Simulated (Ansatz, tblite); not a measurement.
**Si30H34 atom sphere (Si30H34): spin states and exact exchange**

Is the singlet the ground state of Si30H34 atom sphere (Si30H34)? Other spin states are computed and compared level by level.

The runs use Ansatz 0.2.0, Gaussian basis; as each input shows.

Levels to be run: triplet, at the geometry of the singlet (GFN1-xTB, GFN2-xTB, PBE0-D4/def2-SVP, PBE-D4/def2-SVP); the singlet's energies come from earlier runs.

## Step 1: The relaxed structure

The singlet was relaxed beforehand with PBE-D4/def2-SVP.

64 atoms, charge 0, spin multiplicity 1.

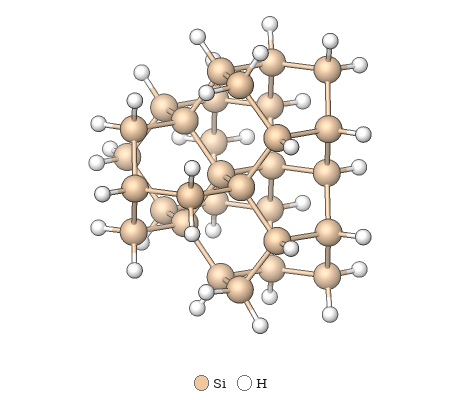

The structure; silicon light orange, hydrogen white.

## Step 2: Triplet at the fixed geometry, GFN1-xTB

Tight binding, by tblite at 300 K electronic temperature and without a spin-polarisation term:

```python
tblite.interface.Calculator('GFN1-xTB', numbers, positions, charge=0, uhf=2).singlepoint()
```

Energy -1998.4146 eV; 1.6 s.

## Step 3: Triplet at the fixed geometry, GFN2-xTB

Tight binding, by tblite at 300 K electronic temperature and without a spin-polarisation term:

```python
tblite.interface.Calculator('GFN2-xTB', numbers, positions, charge=0, uhf=2).singlepoint()
```

Energy -1866.2016 eV; 2.6 s.

## Step 4: Triplet at the fixed geometry, PBE0-D4/def2-SVP

Contents of in.yaml:

```yaml
crystal:
  periodic: [false, false, false]
  atoms:
    - {symbol: Si, position_ang: [0.000922, -4.390869, -1.347614]}
    - {symbol: Si, position_ang: [-1.907501, -3.312004, -0.494904]}
    - {symbol: Si, position_ang: [0.001608, -4.428550, 2.690859]}
    - {symbol: Si, position_ang: [-1.909364, -3.324309, 1.872878]}
    - {symbol: Si, position_ang: [-1.910985, -1.103746, -3.655368]}
    - {symbol: Si, position_ang: [-1.907246, -1.101842, -1.292986]}
    - {symbol: Si, position_ang: [-3.821785, 0.001934, -0.494446]}
    - {symbol: Si, position_ang: [-1.918016, -1.108368, 2.666505]}
    - {symbol: Si, position_ang: [-3.833320, 0.006280, 1.873314]}
    - {symbol: Si, position_ang: [-3.802800, 2.194257, -1.346824]}
    - {symbol: Si, position_ang: [-3.834790, 2.213041, 2.692196]}
    - {symbol: Si, position_ang: [1.909030, -3.311012, -0.495540]}
    - {symbol: Si, position_ang: [1.911754, -3.323310, 1.872263]}
    - {symbol: Si, position_ang: [1.910442, -1.101734, -3.655957]}
    - {symbol: Si, position_ang: [-0.000984, 0.001067, -4.470758]}
    - {symbol: Si, position_ang: [1.907213, -1.100837, -1.293585]}
    - {symbol: Si, position_ang: [-0.000170, -0.000066, -0.480372]}
    - {symbol: Si, position_ang: [1.919425, -1.107335, 2.665845]}
    - {symbol: Si, position_ang: [0.000277, 0.000010, 1.880675]}
    - {symbol: Si, position_ang: [-0.002571, 2.207573, -3.655546]}
    - {symbol: Si, position_ang: [-0.000975, 2.202471, -1.293200]}
    - {symbol: Si, position_ang: [-1.914401, 3.307874, -0.494193]}
    - {symbol: Si, position_ang: [0.000389, 2.215734, 2.666108]}
    - {symbol: Si, position_ang: [-1.923432, 3.316049, 1.873533]}
    - {symbol: Si, position_ang: [3.821712, 0.003442, -0.495662]}
    - {symbol: Si, position_ang: [3.833981, 0.008222, 1.872084]}
    - {symbol: Si, position_ang: [3.801275, 2.195286, -1.349198]}
    - {symbol: Si, position_ang: [1.912838, 3.308424, -0.496000]}
    - {symbol: Si, position_ang: [3.835327, 2.215403, 2.689860]}
    - {symbol: Si, position_ang: [1.922960, 3.317034, 1.871712]}
    - {symbol: H, position_ang: [0.001262, -5.853344, -0.975516]}
    - {symbol: H, position_ang: [0.000696, -4.284135, -2.853143]}
    - {symbol: H, position_ang: [-3.156555, -4.003288, -0.991065]}
    - {symbol: H, position_ang: [0.001930, -5.872251, 2.250291]}
    - {symbol: H, position_ang: [0.001837, -4.388994, 4.198897]}
    - {symbol: H, position_ang: [-3.158900, -4.027745, 2.350842]}
    - {symbol: H, position_ang: [-1.933607, -2.527687, -4.155746]}
    - {symbol: H, position_ang: [-3.157052, -0.414363, -4.155905]}
    - {symbol: H, position_ang: [-5.044749, -0.734493, -0.990625]}
    - {symbol: H, position_ang: [-1.896299, -1.096052, 4.177690]}
    - {symbol: H, position_ang: [-5.067019, -0.724589, 2.351238]}
    - {symbol: H, position_ang: [-3.709798, 2.140824, -2.852317]}
    - {symbol: H, position_ang: [-5.069742, 2.925148, -0.975422]}
    - {symbol: H, position_ang: [-5.085353, 2.934902, 2.252421]}
    - {symbol: H, position_ang: [-3.799950, 2.192678, 4.200229]}
    - {symbol: H, position_ang: [3.158369, -4.001468, -0.992127]}
    - {symbol: H, position_ang: [3.161766, -4.026205, 2.349781]}
    - {symbol: H, position_ang: [1.934906, -2.525364, -4.157125]}
    - {symbol: H, position_ang: [3.155544, -0.410461, -4.156291]}
    - {symbol: H, position_ang: [-0.001144, 0.000810, -5.982056]}
    - {symbol: H, position_ang: [1.898147, -1.094954, 4.177034]}
    - {symbol: H, position_ang: [-1.224753, 2.939312, -4.154876]}
    - {symbol: H, position_ang: [1.217098, 2.942225, -4.156715]}
    - {symbol: H, position_ang: [-1.888890, 4.735142, -0.990592]}
    - {symbol: H, position_ang: [0.001247, 2.191265, 4.177301]}
    - {symbol: H, position_ang: [-1.908072, 4.749935, 2.351371]}
    - {symbol: H, position_ang: [5.044654, -0.732784, -0.992196]}
    - {symbol: H, position_ang: [5.068085, -0.722136, 2.349735]}
    - {symbol: H, position_ang: [3.707150, 2.140675, -2.854587]}
    - {symbol: H, position_ang: [5.068057, 2.927231, -0.979338]}
    - {symbol: H, position_ang: [1.886653, 4.735592, -0.992642]}
    - {symbol: H, position_ang: [3.801555, 2.196132, 4.197923]}
    - {symbol: H, position_ang: [5.085380, 2.937289, 2.248660]}
    - {symbol: H, position_ang: [1.906733, 4.751026, 2.349184]}
basis:
  gaussian: {orbitals: def2-SVP, fitting: {mean_field: def2-universal-jkfit}}
magnetization: {spin_polarized: true, initial_magnetization: 2}
hamiltonian: {xc: pbe0, dispersion: d4}
scf: {omitted_lower_state_checks: [starts]}
output: {orbitals: {seedname: orbitals}}
```

Started as:

```console
$ ansatz run in.yaml --threads 4 --pin off --events-out ev --progress --plain --max-ram 46080MiB --backend cuda --devices 0, --max-vram 37GiB
```

The log of the run:

```text
Functional definition: PBE0
  name "PBE0"
  cite "Adamo & Barone, J. Chem. Phys. 110, 6158 (1999) doi:10.1063/1.478522"
  cite "Perdew, Burke & Ernzerhof, Phys. Rev. Lett. 77, 3865 (1996) doi:10.1103/PhysRevLett.77.3865"
  parent pbe
  parameter a = 0.25
  parameter kappa = 0.804
  parameter beta = 0.06672455060314922
  exchange = (1 - a)*pbe_x(kappa = kappa, mu = beta*pi^2/3) + a*exact_x
  correlation = pbe_c(beta = beta)
these checks for a lower state are left out or cut short: starts
4452 factors; integrals over basis functions are off by at most 3.1e-1 eV
mean field evaluation 1: about -236716.4098 eV, gradient 1.5e1 eV
mean field evaluation 2: about -236716.4982 eV, gradient 1.6e1 eV
mean field evaluation 4: about -236718.3136 eV, gradient 1.6e0 eV
mean field evaluation 8: about -236718.3183 eV, gradient 1.6e-1 eV
mean field evaluation 16: about -236718.3246 eV, gradient 3.4e-2 eV
mean field evaluation 32: about -236718.3309 eV, gradient 2.7e-2 eV
mean field -236718.33247753 eV, -8699.2382651006 hartree, gradient 6.6e-6 eV, S^2 2.004688; 0 other end points of the search recorded, 0 dependent functions left out
reference -236718.33255172 eV, -8699.2382678270 hartree; 228, 226 occupied and 482, 484 virtual orbitals, 4452 factors
Total energy: -236723.56665513 eV, -8699.4306175796 hartree
Checks for a lower state left out: starts
```

It took 40 s on 1 × H100 (card shared with other runs) with 4 threads of AMD EPYC 7R13, shared host; peak host memory 1.6 GiB.

Report: HOMO -2.77 eV, LUMO -5.89 eV (over both spins; with the spin held, an empty level of the minority spin lies below the top filled one); ⟨S²⟩ 2.005 (pure: 2.00).

## Step 5: Triplet at the fixed geometry, PBE-D4/def2-SVP

start.molden holds the orbitals of an earlier run on this state, given as this run's starting guess.

in.yaml: that of step 4 with these lines changed.

```diff
@@ -68,5 +68,5 @@
 basis:
-  gaussian: {orbitals: def2-SVP, fitting: {mean_field: def2-universal-jkfit}}
+  gaussian: {orbitals: def2-SVP, fitting: {mean_field: def2-universal-jkfit}, initial_orbitals: start.molden}
 magnetization: {spin_polarized: true, initial_magnetization: 2}
-hamiltonian: {xc: pbe0, dispersion: d4}
+hamiltonian: {xc: pbe, dispersion: d4}
 scf: {omitted_lower_state_checks: [starts]}
```

Launched as before.

The log of the run:

```text
Functional definition: PBE
  name "PBE"
  cite "Perdew, Burke & Ernzerhof, Phys. Rev. Lett. 77, 3865 (1996) doi:10.1103/PhysRevLett.77.3865"
  parent pbe
  parameter kappa = 0.804
  parameter beta = 0.06672455060314922
  exchange = pbe_x(kappa = kappa, mu = beta*pi^2/3)
  correlation = pbe_c(beta = beta)
these checks for a lower state are left out or cut short: starts
4452 factors; integrals over basis functions are off by at most 3.1e-1 eV
mean field evaluation 1: about -236693.9736 eV, gradient 1.2e1 eV
mean field evaluation 2: about -236694.5569 eV, gradient 6.3e-1 eV
mean field evaluation 4: about -236694.5537 eV, gradient 2.4e-1 eV
mean field evaluation 8: about -236694.5588 eV, gradient 1.9e-2 eV
mean field evaluation 16: about -236694.5588 eV, gradient 1.4e-4 eV
mean field -236694.55879016 eV, -8698.3645982041 hartree, gradient 2.0e-6 eV, S^2 2.001502; 0 other end points of the search recorded, 0 dependent functions left out
reference -236694.55888862 eV, -8698.3646018226 hartree; 228, 226 occupied and 482, 484 virtual orbitals, 4452 factors
Total energy: -236700.25877763 eV, -8698.5740688802 hartree
Checks for a lower state left out: starts
```

Wall time 30 s (1 × H100 (card shared with other runs) with 4 threads of AMD EPYC 7R13, shared host); peak host memory 1.5 GiB.

From the report: HOMO -2.53 eV, LUMO -5.89 eV (over both spins; with the spin held, an empty level of the minority spin lies below the top filled one); ⟨S²⟩ 2.002 (pure: 2.00).

## Step 6: Triplet less singlet, vertical

The singlet's energies are those of its earlier runs, whose logs aren't repeated here.

```
           level  triplet less singlet, vertical (eV)   time
        GFN1-xTB                               +2.239  2.5 s
        GFN2-xTB                               +2.541    4 s
 PBE-D4/def2-SVP                               +3.415   36 s
PBE0-D4/def2-SVP                               +4.090   53 s
```

Times add the two runs; a level without a time comes out of a correlated run. Tight binding without a spin term can't rank spin states.

## Step 7: What came out

| quantity | value |
| --- | --- |
| triplet less singlet, vertical, functionals in def2-SVP | +3.415 (PBE-D4) to +4.090 eV (PBE0-D4) |

What this shows: All functionals put the triplet above the singlet, over a spread of 0.675 eV. The checks for a lower triplet were left out, so another state of that spin may lie lower. These are electronic energies, without zero-point motion, entropy or surroundings.
